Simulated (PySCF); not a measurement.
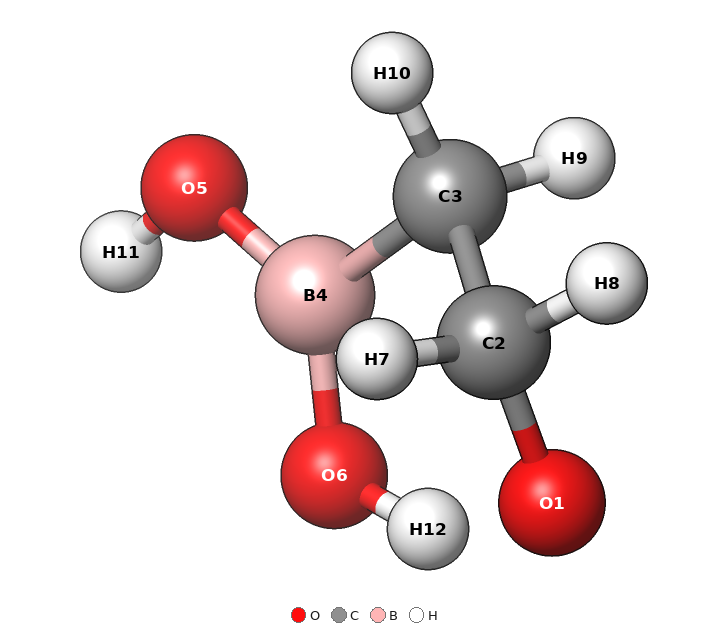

State: neutral, doublet. The geometry was computed by an optimisation with GFN2-xTB. No frequency run is at hand to confirm it as a minimum. Level of theory: UKS B3LYP, pcH-1 on B C H O, non-relativistic (PySCF 2.14.0). The run warned: orbitally degenerate or nearly so: second-order g, spin-orbit hyperfine and D do not apply. Fermi-contact and spin-dipolar terms alone, no spin-orbit part.

**Which nucleus has the largest dipolar (anisotropic) hyperfine coupling?**

17O at O1: principal values −227.2, 113.6, 113.6 MHz.

List the isotropic and dipolar parts for the most strongly coupled nuclei, one of each equivalent set.

```csv
atom,isotope,a_iso (MHz),dipolar part (MHz)
O1,17O,−47.5,"−227.2, 113.6, 113.6"
H12,1H,−31.3,"−26.9, −20.0, 46.9"
O6,17O,0.8,"−26.9, 12.9, 14.0"
H8,1H,361.6,"−9.2, −4.7, 13.9"
H7,1H,134.5,"−7.5, −3.9, 11.4"
C2,13C,−42.9,"−8.9, 0.7, 8.1"
C3,13C,−3.7,"−5.3, −3.6, 8.8"
H9,1H,10.6,"−3.3, −2.8, 6.1"
```

The geometry is semi-empirical. Around B such bond lengths and angles can be off by a tenth of an ångström or more and by several degrees, and values that hang on the shape move with them.
